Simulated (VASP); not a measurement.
Band structure of PtAs$_{2}$ (space group Pa-3). Calculation: LDA (Ceperley-Alder, Perdew-Zunger), VASP's LDA PAW potentials (set 64) (plane waves; VASP 6.6.1).

Unless said otherwise, spin-orbit coupling is left out, though it shifts the bands of the heavy elements here.

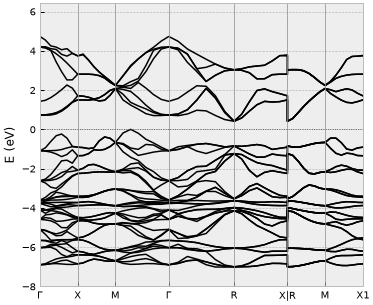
Figure: Bands along high-symmetry lines, zero at the valence-band maximum or, without a gap, the Fermi level

### Question
Read the plot: is there a gap, and where are the band edges?

### Answer
The gap is indirect, 0.41 eV, from the valence maximum at M-Γ at 0.29 to the conduction minimum at R.

The structure is a typed PtAs2 crystal. The cell was not relaxed at this level.
